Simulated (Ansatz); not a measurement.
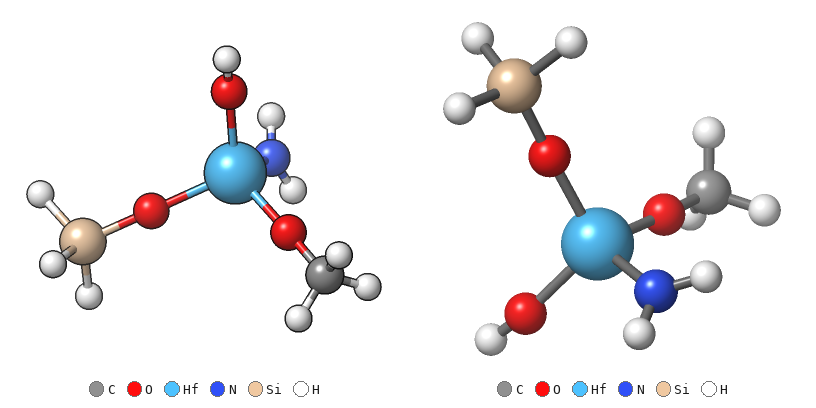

Both panels show the same species.

The species is neutral and a spin singlet. The geometry was computed by an optimisation with PBE0-D4/def2-TZVP.

Question: Count the atoms of each element.

Answer: CH₉HfNO₃Si, 16 atoms: 1 carbon, 9 hydrogen, 1 hafnium, 1 nitrogen, 3 oxygen and 1 silicon.

Question: Name some functional groups or characteristic bonds that it holds.

Answer: Among them: Si–H bond, Si–O bond.

Question: Give a SMILES string for it.

Answer: C[O][Hf@]([NH2])([OH])[O][SiH3]

Question: Which point group does it belong to?

Answer: C1.

The parts below concern this one geometry. Atoms keep their numbers from picture to picture.

### Charges

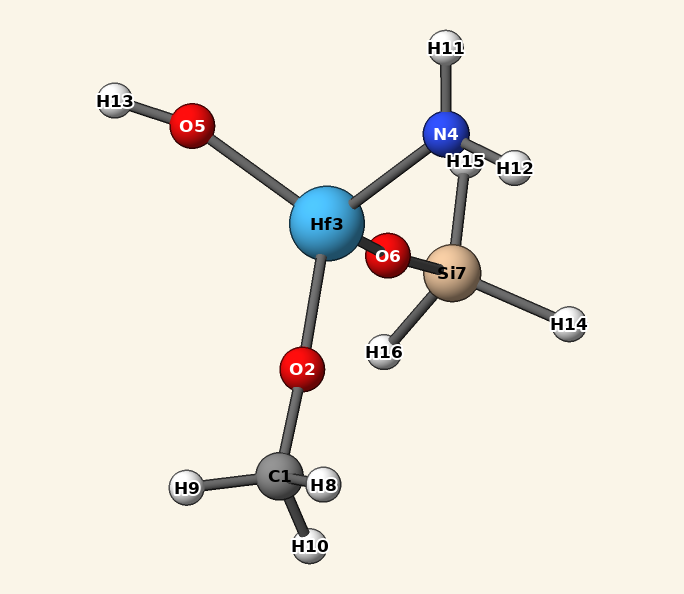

The questions are on Mulliken charges. Method: RKS PBE0-D4/def2-TZVP, core potentials on Hf (Ansatz 0.2.0).

Give the Mulliken charges atom by atom.

```tsv
atom	value (e)
C1	−0.20
O2	−0.49
Hf3	1.49
N4	−0.82
O5	−0.70
O6	−0.55
Si7	0.27
H8	0.12
H9	0.12
H10	0.12
H11	0.24
H12	0.24
H13	0.32
H14	−0.05
H15	−0.05
H16	−0.05
```

### Vibrations

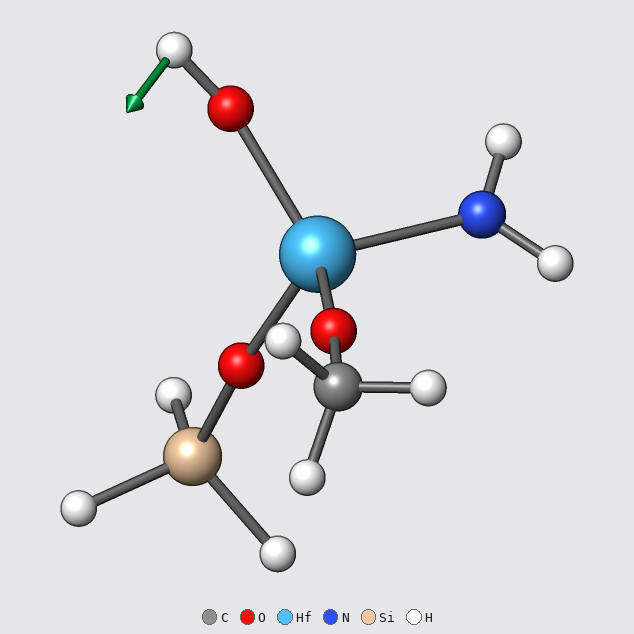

The arrows show one normal mode. Harmonic vibrations computed with RKS PBE0-D4/def2-TZVP, core potentials on Hf (Ansatz 0.2.0) at a stationary point of the same level.

Question: What kind of motion is it?

Answer: Mostly H–O–Hf bending.

Question: At what wavenumber does it lie?

Answer: 287 cm⁻¹; it is mode 14 of 42 counted from the lowest.

### Levels of theory compared

Program: Ansatz 0.2.0.

Compare dipole (D), HOMO–LUMO gap (eV), vertical IP (eV) at these levels: B3LYP-D4/def2-TZVPP; PBE-D4/def2-TZVPP; r2SCAN-D4/def2-TZVPP; ωB97M-V/def2-TZVPP.

```csv
level,dipole (D),HOMO–LUMO gap (eV),vertical IP (eV)
B3LYP-D4/def2-TZVPP,2.08,6.41,8.99
PBE-D4/def2-TZVPP,2.14,4.80,8.49
r2SCAN-D4/def2-TZVPP,2.14,5.60,8.66
ωB97M-V/def2-TZVPP,2.11,10.49,9.29
```

Mulliken values depend strongly on the basis set and can even reverse the polarity of a bond.
